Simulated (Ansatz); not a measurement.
**A computed series for hypothetical CsCl type TlAs: pressure series**

Take TlAs in the CsCl type structure (space group Pm-3m, No. 221; a hypothetical phase, not in the database extracts checked) as the base.

```yaml
crystal:
  lattice:
    - [3.59940, 0.00000, 0.00000]
    - [0.00000, 3.59940, 0.00000]
    - [0.00000, 0.00000, 3.59940]
  atoms:
    - { symbol: Tl, position: [0.00000, 0.00000, 0.00000] }
    - { symbol: As, position: [0.50000, 0.50000, 0.50000] }
```

Cell and atoms are relaxed at each pressure.

Calculations: PBEsol/PAW in Ansatz (an electronic-structure program), scalar-relativistic without spin-orbit coupling.

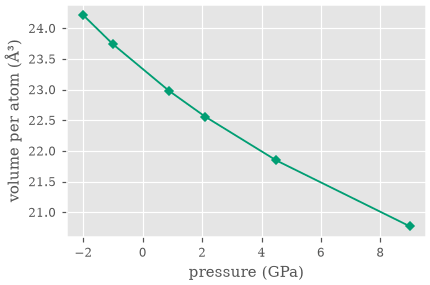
Figure: Volume against pressure

Question: Estimate the zero-pressure bulk modulus from the plot.

Answer: About 59 GPa; a third-order Birch–Murnaghan fit to the points gives V₀ = 23.32 Å³/atom, B₀ = 59 GPa and B₀′ = 4.9.

Load acts through the strain it causes; cell and atoms are relaxed under it. No phonon test of stability was made. No other phases were tried under pressure. The final runs are not spin-polarised.
